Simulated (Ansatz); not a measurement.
# doublet SnSiH4ClF+ at 3 levels

We compute a comparison of 3 runs (U-revPBE/def2-SVP, UB2PLYP/def2-SVP, UCAM-B3LYP/def2-SVP) of doublet SnSiH4ClF+. 

The calculation is run with Ansatz 0.2.0.

104 further runs of the same task are left out: 6 that didn't finish, 98 set aside as unsound or not needed. Runs told in other sessions of the task aren't counted.

## 1. The system as given

SnSiH4ClF+ has 8 atoms, charge +1, and is taken as a doublet. SMILES of the parent species: `[F][SnH]([SiH3])[Cl]`. Geometry: relaxed at PBE0-D4/def2-TZVP. That shape belongs to the parent species and isn't relaxed for this state.

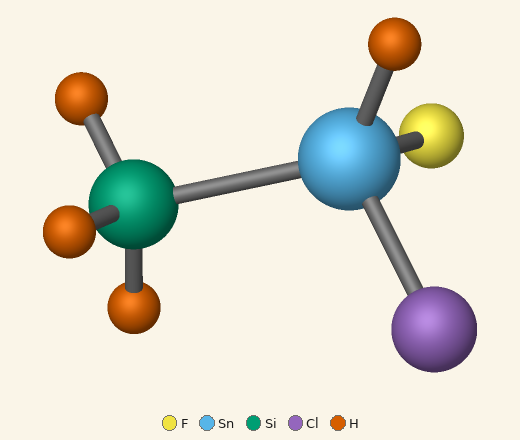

The structure, seen from a chosen angle (fluorine yellow, tin blue, silicon teal, chlorine purple, hydrogen orange).

## 2. A single-point energy at U-revPBE/def2-SVP (core potential) (run 1)

Contents of run.yaml:

```yaml
crystal:
  periodic: [false, false, false]
  atoms:
    - {symbol: F, position_ang: [-2.164400, 1.207300, 0.065000]}
    - {symbol: Sn, position_ang: [-0.491100, 0.743900, -0.760400]}
    - {symbol: Si, position_ang: [0.772400, -0.710700, 0.928600]}
    - {symbol: Cl, position_ang: [-1.103700, -0.588800, -2.566200]}
    - {symbol: H, position_ang: [0.081000, 2.212200, -1.406000]}
    - {symbol: H, position_ang: [1.077500, 0.107800, 2.127500]}
    - {symbol: H, position_ang: [2.025400, -1.174900, 0.284900]}
    - {symbol: H, position_ang: [-0.104900, -1.854000, 1.270900]}
basis:
  gaussian: {orbitals: def2-SVP}
total_charge: 1
magnetization: {spin_polarized: true, initial_magnetization: 1}
hamiltonian: {xc: {name: revPBE}}
accuracy: high
output: {orbitals: {seedname: orbitals}}
```

Command:

```sh
$ ansatz run run.yaml --threads 1 --pin off --max-ram 3480MiB --events-out events.jsonl --progress --plain --runs-dir runs
```

Log:

```text
Warning: RAYON_NUM_THREADS=1 ignored (pool sized by the plan → 1); use --threads N
Functional definition: revPBE
  name "revPBE"
  parameter kappa = 1.245
  parameter beta = 0.06672455060314922
  exchange = pbe_x(kappa = kappa, mu = beta*pi^2/3)
  correlation = pbe_c(beta = beta)
2116 factors; integrals over basis functions are off by at most 7.7e-9 eV
mean field evaluation 1: about -28984.3307 eV, gradient 4.9e1 eV
mean field evaluation 2: about -28720.9031 eV, gradient 1.6e2 eV
mean field evaluation 4: about -28987.4077 eV, gradient 2.8e1 eV
mean field evaluation 8: about -28993.2465 eV, gradient 7.1e-1 eV
mean field evaluation 16: about -28993.2445 eV, gradient 1.7e-3 eV
mean field evaluation 32: about -28989.3847 eV, gradient 1.1e1 eV
mean field -28993.24449368 eV, -1065.4820828156 hartree, gradient 5.9e-8 eV, S^2 0.752616; 6 other end points of the search recorded, 0 dependent functions left out
reference -28993.24449880 eV, -1065.4820830041 hartree; 33, 32 occupied and 63, 64 virtual orbitals, 2116 factors
Total energy: -28993.24449880 eV, -1065.4820830041 hartree
```

It took 32 s on 1 thread of Arm Neoverse N1, shared host; peak memory 0.34 GiB.

## 3. A single-point energy at UB2PLYP/def2-SVP (core potential) (run 2)

Contents of in.yaml:

```yaml
crystal:
  periodic: [false, false, false]
  atoms:
    - {symbol: F, position_ang: [-2.164400, 1.207300, 0.065000]}
    - {symbol: Sn, position_ang: [-0.491100, 0.743900, -0.760400]}
    - {symbol: Si, position_ang: [0.772400, -0.710700, 0.928600]}
    - {symbol: Cl, position_ang: [-1.103700, -0.588800, -2.566200]}
    - {symbol: H, position_ang: [0.081000, 2.212200, -1.406000]}
    - {symbol: H, position_ang: [1.077500, 0.107800, 2.127500]}
    - {symbol: H, position_ang: [2.025400, -1.174900, 0.284900]}
    - {symbol: H, position_ang: [-0.104900, -1.854000, 1.270900]}
basis:
  gaussian: {orbitals: def2-SVP}
total_charge: 1
magnetization: {spin_polarized: true, initial_magnetization: 1}
hamiltonian: {xc: {name: B2PLYP}}
correlation: {frozen_orbitals: {Cl: 5, F: 1, H: 0, Si: 5, Sn: 4}}
accuracy: high
output: {orbitals: {seedname: orbitals}}
```

Command:

```sh
$ ansatz run in.yaml --threads 1 --pin off --max-ram 3480MiB --events-out events.jsonl --progress --plain --runs-dir runs
```

Log (excerpt; [...] marks lines left out):

```text
Warning: RAYON_NUM_THREADS=1 ignored (pool sized by the plan → 1); use --threads N
Functional definition: B2PLYP
  name "B2PLYP"
[...]
2116 factors; integrals over basis functions are off by at most 7.7e-9 eV
[...]
mean field -28974.50930288 eV, -1064.7935772532 hartree, gradient 5.7e-8 eV, S^2 0.766434; 7 other end points of the search recorded, 0 dependent functions left out
15 core orbitals not correlated: weight in the atoms' cores, before any rotation towards them, 1.000 or more for the frozen orbitals, at most 0.000 for the correlated occupied ones
reference -28974.50933193 eV, -1064.7935783207 hartree; 18, 17 occupied and 63, 64 virtual orbitals, 2116 factors
second order -17.90426552 eV of doubles, -0.00000000 eV of singles
Total energy: -28979.34348362 eV, -1064.9712301185 hartree
```

Run time: 76 s. Hardware: 1 thread of Arm Neoverse N1, shared host; peak memory 0.56 GiB.

## 4. A single-point energy at UCAM-B3LYP/def2-SVP (core potential) (run 3)

Contents of job.yaml:

```yaml
crystal:
  periodic: [false, false, false]
  atoms:
    - symbol: F
      position_ang: [-2.164400, 1.207300, 0.065000]
    - symbol: Sn
      position_ang: [-0.491100, 0.743900, -0.760400]
    - symbol: Si
      position_ang: [0.772400, -0.710700, 0.928600]
    - symbol: Cl
      position_ang: [-1.103700, -0.588800, -2.566200]
    - symbol: H
      position_ang: [0.081000, 2.212200, -1.406000]
    - symbol: H
      position_ang: [1.077500, 0.107800, 2.127500]
    - symbol: H
      position_ang: [2.025400, -1.174900, 0.284900]
    - symbol: H
      position_ang: [-0.104900, -1.854000, 1.270900]
basis:
  gaussian: {orbitals: def2-SVP}
total_charge: 1
magnetization: {spin_polarized: true, initial_magnetization: 1}
hamiltonian: {xc: {name: CAM-B3LYP}}
accuracy: high
output: {orbitals: {seedname: orbitals}}
```

Command:

```sh
$ ansatz run job.yaml --threads 1 --pin off --max-ram 3480MiB --events-out events.jsonl --progress --plain --runs-dir runs
```

Log (excerpt; [...] marks lines left out):

```text
Warning: RAYON_NUM_THREADS=1 ignored (pool sized by the plan → 1); use --threads N
Functional definition: CAM-B3LYP
  name "CAM-B3LYP"
[...]
2116 factors; integrals over basis functions are off by at most 7.7e-9 eV
476 factors; integrals over basis functions are off by at most 1.6e-9 eV
[...]
mean field -28995.56947219 eV, -1065.5675242002 hartree, gradient 7.6e-8 eV, S^2 0.761235; 6 other end points of the search recorded, 0 dependent functions left out
reference -28995.56949431 eV, -1065.5675250132 hartree; 33, 32 occupied and 63, 64 virtual orbitals, 2116 factors
Total energy: -28995.56949431 eV, -1065.5675250132 hartree
```

Wall time 68 s (1 thread of Arm Neoverse N1, shared host); peak memory 0.65 GiB.

## 5. The series

| run | level | frozen core orbitals | energy (Eh) | HOMO energy (eV) | LUMO energy (eV) | ⟨S²⟩ | wall time |
| --- | --- | --- | --- | --- | --- | --- | --- |
| 1 | U-revPBE/def2-SVP (core potential) | – | -1065.482083 | -13.21 | -12.59 | 0.753 | 32 s |
| 2 | UB2PLYP/def2-SVP (core potential) | 15 | -1064.971230 | -15.36 | -11.36 | 0.766 | 76 s |
| 3 | UCAM-B3LYP/def2-SVP (core potential) | – | -1065.567525 | -15.67 | -11.40 | 0.761 | 68 s |

## 6. Results

```
                                 quantity           value
                      run 3: total energy  -1065.56753 Eh
run 3: HOMO energy (highest over α and β)       -15.67 eV
 run 3: LUMO energy (lowest over α and β)       -11.40 eV
                              run 3: ⟨S²⟩           0.761
```

In words: Totals of different functionals can't be ranked against each other. All runs together took 2.9 min, the longest 76 s.
